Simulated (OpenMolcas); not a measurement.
# A ladder of methods for GeH2ClO (SMILES [O][GeH2][Cl])

GeH2ClO has 5 atoms, charge 0, and is taken as a doublet. SMILES: `[O][GeH2][Cl]`. Geometry: relaxed at PBE0-D4/def2-TZVP.

```xyz
5

O    -0.2724   -0.5918    1.6255
Ge    0.1237   -0.0812   -0.0345
Cl   -1.3471    1.2901   -0.7789
H     0.0810   -1.3438   -0.8990
H     1.4646    0.6530    0.0454
```

Each level gives the dipole moment (D). The values are calculated.

| level | kind | program | value (D) | CPU time |
| --- | --- | --- | --- | --- |
| UHF/def2-SVPD | Hartree–Fock | OpenMolcas | 2.34 | 28 s |
| USVWN5/def2-SVPD | LDA | OpenMolcas | 2.62 | 54 s |
| UBLYP/def2-SVPD | GGA | OpenMolcas | 2.39 | 71 s |
| UPBE/def2-SVPD | GGA | OpenMolcas | 2.38 | 66 s |
| UM06-L/def2-SVPD | meta-GGA | OpenMolcas | 2.37 | 75 s |
| UTPSS/def2-SVPD | meta-GGA | OpenMolcas | 2.27 | 75 s |
| UB3LYP/def2-SVPD | global hybrid | OpenMolcas | 2.31 | 72 s |
| UPBE0/def2-SVPD | global hybrid | OpenMolcas | 2.29 | 70 s |

All-electron rows without a relativistic Hamiltonian named are non-relativistic. The values span 2.27 to 2.62 D. Magnitudes only. CPU times are rough (shared hosts, several kinds of processor and program).

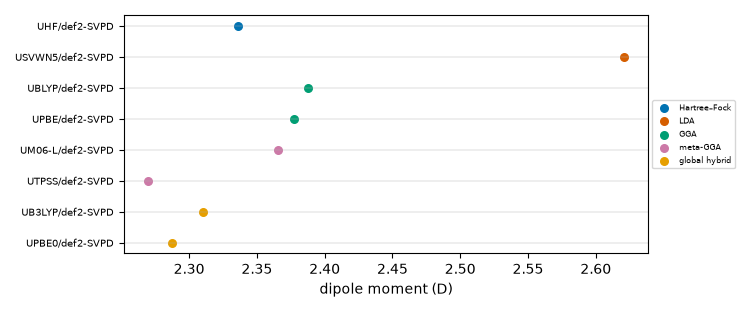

The values of the table, level by level.
